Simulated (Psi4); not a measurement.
**quartet C2H5B+, run twice**

Aim: the energy of quartet C2H5B+ at UCCSD/def2-SVPD.

Program for the calculation: Psi4 1.11.

1 further run of the same task is left out (it didn't finish).

### Step 1. The system as given

C2H5B+: 8 atoms, total charge +1, spin state quartet. As SMILES of the parent species, `B[CH+][CH2]`. Geometry: relaxed at GFN2-xTB. This is one conformer, not always the lowest. That shape belongs to the parent species and isn't relaxed for this state.

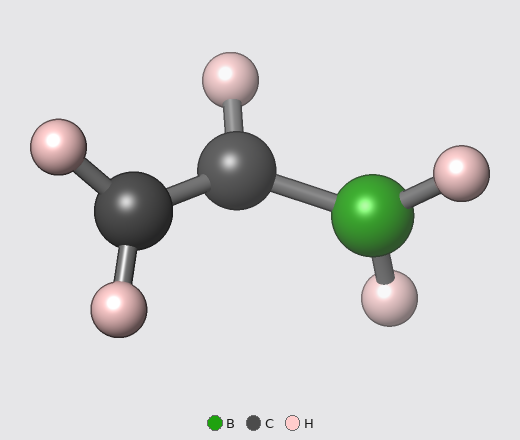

Viewed from a chosen angle; boron green, carbon dark grey, hydrogen pink.

### Step 2. The input as first written

File c2h5b.xyz:

```xyz
8
C2H5B
B     -0.894150     0.775980    -0.610660
C      0.137510     0.177030     0.318180
C      0.827730    -0.967230     0.355970
H     -1.996510     0.402290    -0.443950
H     -0.718060     1.598940    -1.419310
H      0.365890     0.945590     1.074650
H      0.469990    -1.887060    -0.094730
H      1.807600    -1.045530     0.819850
```

File c2h5b.py:

```python
import psi4

psi4.set_memory(1600000000)
psi4.set_num_threads(1)
psi4.set_output_file('run.log', False)

with open('c2h5b.xyz') as f:
    atoms = ''.join(f.readlines()[2:])
m = psi4.geometry('1 4\n' + atoms + 'symmetry c1\nno_reorient\nno_com')

psi4.set_options({
    'basis': 'def2-SVPD',
    'reference': 'uhf',
    'puream': True,
    'e_convergence': 1e-09,
    'd_convergence': 1e-08,
    'scf_type': 'pk',
    'num_frozen_docc': 3,
    'maxiter': 100,
    'mom_start': 5,
})

e_tot, wfn = psi4.energy('ccsd', molecule=m, return_wfn=True)
print(f'total energy {e_tot:.8f} hartree = {e_tot * 27.211386:.5f} eV')
for k, v in sorted(psi4.core.scalar_variables().items()):
    print(f'{k:45s} {v:18.10f}')
```

Run with:

```sh
$ python c2h5b.py
```

run.log:

```text
h
    h
    h

    -----------------------------------------------------------------------

    Memory:     1.5 GiB
    Threads:    1
                ecpint, einsums, f̶o̶r̶t̶e̶, gauxc, gcp, g̶d̶m̶a̶, geometric, g̶p̶u̶_̶d̶f̶c̶c̶,
                i̶n̶t̶e̶g̶r̶a̶t̶o̶r̶x̶x̶, i̶p̶i̶, libefp, m̶d̶i̶, m̶p̶2̶d̶, m̶r̶c̶c̶, ooo,
                o̶p̶e̶n̶f̶e̶r̶m̶i̶o̶n̶p̶s̶i̶4̶, pcmsolver, p̶s̶i̶4̶f̶o̶c̶k̶c̶i̶, p̶s̶i̶x̶a̶s̶,
                p̶y̶e̶i̶n̶s̶u̶m̶s̶, r̶e̶s̶p̶, s̶i̶m̶i̶n̶t̶, s̶n̶s̶m̶p̶2̶,
                v̶2̶r̶d̶m̶_̶c̶a̶s̶s̶c̶f̶

   => Loading Basis Set <=

    Name: DEF2-SVPD
    Role: ORBITAL
    Keyword: BASIS

         ---------------------------------------------------------
                                   SCF
                              UHF Reference
                        1 Threads,   1525 MiB Core
         ---------------------------------------------------------

[... 92 lines left out ...]
                        Total Energy        Delta E     RMS |[F,P]|
[... 4 lines left out ...]
   @UHF iter   3:  -102.62440648403921   -1.92372e-02   6.28093e-04 DIIS/ADIIS
[... 3 lines left out ...]
   @UHF iter   7:  -102.66815037952269   -9.25579e-03   2.70486e-04 DIIS/ADIIS/MOM
[... 4 lines left out ...]
   @UHF iter  92:  -102.44195557000981   -9.08697e-01   1.27869e-03 DIIS/ADIIS/MOM
[... 3 lines left out ...]
   @UHF iter  96:  -100.47669469870341    4.72262e-01   2.90393e-03 DIIS/ADIIS/MOM
[... 3 lines left out ...]
   @UHF iter 100:  -101.74286469475027   -1.28916e-03   2.60300e-03 DIIS/ADIIS/MOM
[... 1 line left out ...]
PsiException: Could not converge SCF iterations in 100 iterations.

  Failed to converge.
```

On the terminal:

```text
Traceback (most recent call last):
  File "c2h5b.py", line 23, in <module>
    e_tot, wfn = psi4.energy('ccsd', molecule=m, return_wfn=True)
psi4.driver.p4util.exceptions.SCFConvergenceError: Could not converge SCF iterations in 100 iterations.
```

Wall time 7.2 s (1 thread of AMD EPYC 9R45 (Zen 5), shared host); peak memory 0.38 GiB.

### Step 3. What went wrong

The iterations ended before the threshold was met.

The telling line is `psi4.driver.p4util.exceptions.SCFConvergenceError: Could not converge SCF iterations in 100 iterations.`. In place of `'mom_start': 5,` the sound input has `'soscf': True,`, `'soscf_start_convergence': 0.001,`. These settings are changed for another try; the log doesn't prove which change is needed.

### Step 4. The mended input

c2h5b.xyz is that of step 2.

c2h5b.py: that of step 2 with these lines changed.

```diff
@@ -19,3 +19,4 @@
     'maxiter': 100,
-    'mom_start': 5,
+    'soscf': True,
+    'soscf_start_convergence': 0.001,
 })
```

Run with:

```sh
$ python c2h5b.py
```

run.log:

```text
[...]
  Running in c1 symmetry.
[...]
  Nuclear repulsion =   57.848903646416005
[...]
  Multiplicity = 4
[...]
  Nalpha       = 12
  Nbeta        = 9
[...]
    Number of basis functions: 100
[...]
   @UHF iter   1:  -102.53932707628773   -2.61430e-01   2.40327e-03 ADIIS/DIIS
[...]
   @UHF iter  31:  -102.68232040261515   -4.10694e-12   6.39535e-09 SOSCF, nmicro=conv
[...]
   @S^2 Observed:                3.771380292E+00
[...]
    Orbital Energies [Eh]
    ---------------------
    Alpha Occupied:
       1A    -11.549178     2A    -11.546245     3A     -7.826946
       4A     -1.357289     5A     -1.118666     6A     -1.012826
       7A     -0.916512     8A     -0.882279     9A     -0.814147
      10A     -0.753941    11A     -0.694876    12A     -0.497343
    Alpha Virtual:
      13A     -0.162658    14A     -0.079009    15A     -0.039529
      16A     -0.031552    17A     -0.006700    18A      0.010885
      19A      0.014519    20A      0.023689    21A      0.046039
      22A      0.061060    23A      0.076456    24A      0.082442
      25A      0.089844    26A      0.103567    27A      0.147979
[...]
  @UHF Final Energy:  -102.68232040261515
   => Energetics <=
    Nuclear Repulsion Energy =             57.8489036464160051
    One-Electron Energy =                -245.5991934001354196
    Two-Electron Energy =                  85.0679693511042672
    Total Energy =                       -102.6823204026151473
  UHF NO Occupations:
  HONO-2 :   10  A 1.0000000
  HONO-1 :   11  A 1.0000000
[...]
 Multipole Moments:
 ------------------------------------------------------------------------------------
     Multipole            Electronic (a.u.)      Nuclear  (a.u.)        Total (a.u.)
 ------------------------------------------------------------------------------------
 L = 1.  Multiply by 2.5417464519 to convert [e a0] to [Debye]
 Dipole X            :         -2.3707296            2.3614018           -0.0093278
 Dipole Y            :          1.1196536           -1.6007303           -0.4810767
 Dipole Z            :         -1.2983692            1.7538737            0.4555045
 Magnitude           :                                                    0.6625754
[...]
      * MP2 total energy                      = -102.981450504758186
[...]
      * CCSD total energy                     = -103.032994443986539
```

The script printed:

```text
total energy -103.03299444 hartree = -2803.67058 eV
CC D1 DIAGNOSTIC                                    0.0000000000
CC D2 DIAGNOSTIC                                    0.0000000000
CC NEW D1 DIAGNOSTIC                                0.0000000000
CC T1 DIAGNOSTIC                                    0.1151440943
CCSD CORRELATION ENERGY                            -0.3506740414
CCSD DOUBLES ENERGY                                -0.3506740414
CCSD ITERATIONS                                    32.0000000000
CCSD OPPOSITE-SPIN CORRELATION ENERGY              -0.2821624994
CCSD SAME-SPIN CORRELATION ENERGY                  -0.0685115420
CCSD SINGLES ENERGY                                -0.0000000000
CCSD TOTAL ENERGY                                -103.0329944440
CURRENT CORRELATION ENERGY                         -0.3506740414
CURRENT ENERGY                                   -103.0329944440
CURRENT REFERENCE ENERGY                         -102.6823204026
DD SOLVATION ENERGY                                 0.0000000000
HF KINETIC ENERGY                                 102.6585092797
HF POTENTIAL ENERGY                              -205.3408296823
HF TOTAL ENERGY                                  -102.6823204026
HF VIRIAL RATIO                                     2.0002319450
MP2 CORRELATION ENERGY                             -0.2991301021
MP2 DOUBLES ENERGY                                 -0.2991301021
MP2 OPPOSITE-SPIN CORRELATION ENERGY               -0.2320841805
MP2 SAME-SPIN CORRELATION ENERGY                   -0.0670459217
MP2 SINGLES ENERGY                                 -0.0000000000
MP2 TOTAL ENERGY                                 -102.9814505048
NUCLEAR REPULSION ENERGY                           57.8489036464
ONE-ELECTRON ENERGY                              -245.5991934001
PCM POLARIZATION ENERGY                             0.0000000000
PE ENERGY                                           0.0000000000
SCF ITERATION ENERGY                             -102.6823204026
SCF ITERATIONS                                     31.0000000000
SCF TOTAL ENERGY                                 -102.6823204026
TWO-ELECTRON ENERGY                                85.0679693511
```

Wall time 91 s (1 thread of AMD EPYC 9R45 (Zen 5), shared host); peak memory 1.2 GiB.

### Step 5. What came out

Level: UCCSD/def2-SVPD.

```
                                                  quantity          value
                                              total energy  -103.03299 Eh
HOMO energy (Hartree–Fock orbitals) (highest over α and β)      -13.53 eV
 LUMO energy (Hartree–Fock orbitals) (lowest over α and β)       -8.82 eV
               correlation energy (3 core orbitals frozen)     -350.7 mEh
                         ⟨S²⟩ of the reference determinant          3.771
                                             T1 diagnostic          0.115
```

What this shows: The T1 diagnostic of 0.115 is above the customary mark for such species, so a single reference may not serve.
